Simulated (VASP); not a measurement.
Band structure of RbBr (rock salt). All values below come from PBE GGA with D3 dispersion (Becke-Johnson damping), VASP's PBE PAW potentials (set 64) (plane waves; VASP).

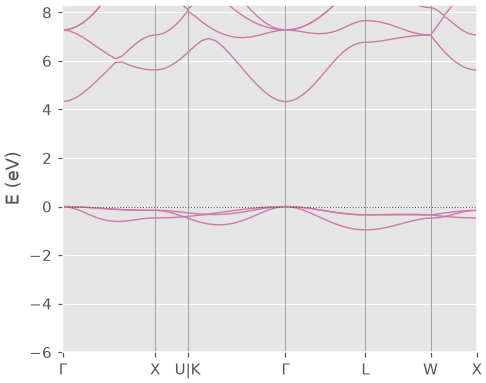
Fig. 1. Bands along high-symmetry lines, zero at the valence-band maximum or, without a gap, the Fermi level

Read the plot: is there a gap, and where are the band edges?

The gap is direct, 4.32 eV, from the valence maximum at Γ to the conduction minimum at Γ. (Edges off the drawn lines would not show.)

Measured: gap 7.20 eV (computed value off by -2.88 eV), as given by Aguado et al., (1998), arXiv:cond-mat/9809176.

The compound is RbBr in the rock salt structure. The cell was not relaxed at this level.
